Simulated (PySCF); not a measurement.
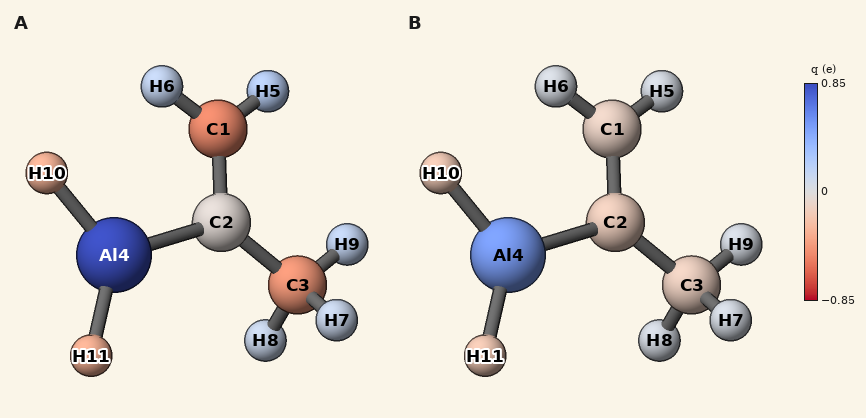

Atomic charges of one calculation by 2 schemes, on one colour scale. The computed structure is the end point of a GFN2-xTB optimisation. No frequency run is at hand to confirm it as a minimum. Level of theory: PBE0/pcSseg-1 (PySCF 2.14.0).

The schemes are ESP-fitted, Hirshfeld. Which panel shows which?

A ESP-fitted, B Hirshfeld.

List the charges (e), one line for each set of equivalent atoms. Atoms whose distances differ by more than 0.02 Å in this geometry are listed apart.

```csv
atom,ESP-fitted,Hirshfeld
C1,−0.47,−0.10
C2,−0.04,−0.13
C3,−0.42,−0.12
Al4,0.82,0.50
H5,0.20,0.04
H6,0.14,0.03
H7,0.11,0.04
H8,0.11,0.04
H9,0.15,0.04
H10,−0.29,−0.17
H11,−0.31,−0.18
```

The geometry is semi-empirical. Around Al such bond lengths and angles can be off by a tenth of an ångström or more and by several degrees, and values that hang on the shape move with them.
